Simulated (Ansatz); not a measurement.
# Converging the k-point mesh: ZrSc (P3m1, 2 atoms in the cell)

```yaml
crystal:
  lattice:
    - [3.29926, 0.00000, 0.00000]
    - [-1.64963, 2.85725, 0.00000]
    - [0.00000, 0.00000, 5.18079]
  atoms:
    - { symbol: Zr, position: [0.66667, 0.33333, 0.00965] }
    - { symbol: Sc, position: [0.00000, 0.00000, 0.50000] }
```

Method of the run: LDA (PW92), default PAW files made with PBE (plane waves; Ansatz, an electronic-structure program).

Base settings: basis.ecutwfc = 420 eV; kpoints.mp_grid.grid = 11 11 7; hamiltonian.xc = lda; hamiltonian.pseudopotentials = {kind: paw} (the program's default PAW files); scf.occupations.method = fermi_dirac; scf.occupations.width = 0.1 eV.

The second cell is the first with its lattice scaled by 0.98.

Only quantities that move along the ladder and can be compared are tabulated.

The count of work is k-points × plane waves × bands × iterations; it is no time. Core times come from one kind of shared machine, to one figure; runs under 30 s give none.

The starting cell comes from a database of computed structures (which also holds hypothetical and non-ambient phases and stackings), without a prior relaxation at this level. Its lattice was rescaled by up to half a per cent. One atom was moved a little off its site on purpose. In the base run, with a pressure of about -7 GPa the cell is away from its equilibrium volume at this level. Ansatz's pressure includes its estimate of the finite-basis (Pulay) stress.

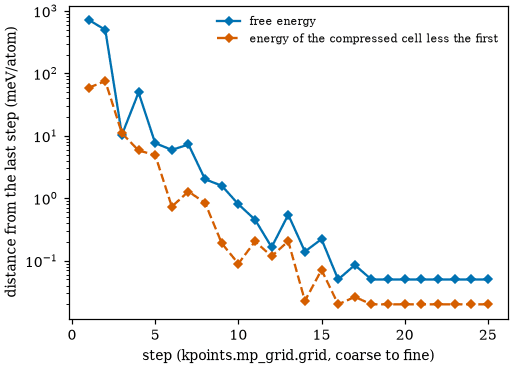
Fig. 1. Distance from the last step along the ladder; very small values are drawn at a floor.

| kpoints.mp_grid.grid | free energy less the last step's (meV/atom) | energy of the compressed cell less the first (meV/atom) | pressure (GPa) | largest difference of a force vector from the last step's (eV/Å) | count of work / last | core time / last (rough) |
|---|---|---|---|---|---|---|
| 2 2 1 | -719.00 | -106.10 | -13.55 | 0.213 | 0.00073 | – |
| 2 2 2 | -496.92 | -122.67 | -14.85 | 0.058 | 0.0017 | – |
| 3 3 2 | 10.35 | -58.50 | -8.21 | 0.073 | 0.0025 | – |
| 4 4 2 | 49.36 | -41.70 | -6.53 | 0.058 | 0.0029 | – |
| 4 4 3 | 7.63 | -42.61 | -6.67 | 0.027 | 0.0033 | – |
| 5 5 3 | -5.94 | -46.79 | -7.10 | 0.018 | 0.0044 | – |
| 6 6 3 | -7.25 | -48.80 | -7.29 | 0.002 | 0.0062 | – |
| 6 6 4 | -2.01 | -48.36 | -7.24 | 0.008 | 0.0088 | – |
| 7 7 4 | 1.59 | -47.33 | -7.13 | 0.008 | 0.010 | – |
| 8 8 5 | -0.80 | -47.61 | -7.16 | 0.002 | 0.015 | – |
| 9 9 5 | -0.45 | -47.72 | -7.17 | 0.001 | 0.018 | – |
| 10 10 6 | 0.16 | -47.40 | -7.14 | 0.001 | 0.026 | – |
| 11 11 6 | 0.54 | -47.31 | -7.13 | 0.000 | 0.031 | – |
| 11 11 7 | 0.14 | -47.54 | -7.15 | 0.001 | 0.034 | – |
| 12 12 7 | -0.22 | -47.59 | -7.16 | 0.001 | 0.041 | – |
| 13 13 8 | -0.05 | -47.54 | -7.15 | 0.000 | 0.054 | – |
| 15 15 8 | 0.09 | -47.49 | -7.15 | 0.000 | 0.070 | – |
| 16 16 9 | -0.01 | -47.52 | -7.15 | 0.000 | 0.085 | – |
| 18 18 10 | -0.01 | -47.53 | -7.15 | 0.000 | 0.12 | – |
| 20 20 11 | 0.01 | -47.52 | -7.15 | 0.000 | 0.16 | – |
| 22 22 13 | 0.00 | -47.52 | -7.15 | 0.000 | 0.22 | 0.2 |
| 25 25 14 | 0.00 | -47.52 | -7.15 | 0.000 | 0.30 | 0.3 |
| 28 28 15 | 0.00 | -47.52 | -7.15 | 0.000 | 0.40 | 0.4 |
| 31 31 17 | 0.00 | -47.52 | -7.15 | 0.000 | 0.55 | 0.6 |
| 34 34 19 | 0.00 | -47.52 | -7.15 | 0.000 | 0.73 | 0.7 |
| 38 38 21 | 0.00 | -47.52 | -7.15 | 0.000 | 1.0 | 1 |

Coarsest kpoints.mp_grid.grid that holds the pressure within 0.1 GPa of the last step, with all finer ones: 6 6 4, at 0.0088 of the last step's count of work; the step before is off by 0.13 GPa.

Coarsest kpoints.mp_grid.grid that holds the forces within 0.01 eV/Å of the last step, with all finer ones: 6 6 3, at 0.0062 of the last step's count of work; the step before is off by 0.018 eV/Å.

Coarsest kpoints.mp_grid.grid that holds the free energy within 0.5 meV/atom of the last step, with all finer ones: 11 11 7, at 0.034 of the last step's count of work; the step before is off by 0.54 meV/atom.

The energy difference between the two cells stays within 1 meV/atom of the last step's from 6 6 4 on, the total only from 8 8 5 on: much of the error is common to both cells and cancels.

Keys are those of Ansatz 0.2.
